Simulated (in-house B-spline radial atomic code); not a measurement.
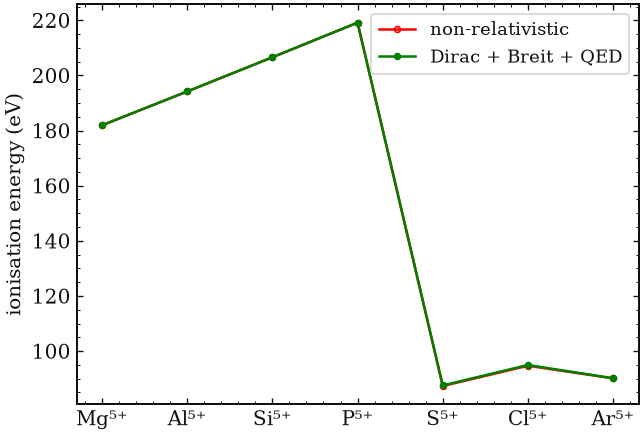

Ionisation energies with and without relativity. It refers to Mg⁵⁺, Al⁵⁺, Si⁵⁺, P⁵⁺, S⁵⁺, Cl⁵⁺ and Ar⁵⁺. Computed with a B-spline radial code: Hartree–Fock ΔSCF. Open p, d and f shells are averaged over both j, so the values don't run from ground level to ground level.

For which species does relativity change the ionisation energy most?

Cl⁵⁺: from 94.68 eV to 94.96 eV, a change of 0.272 eV.
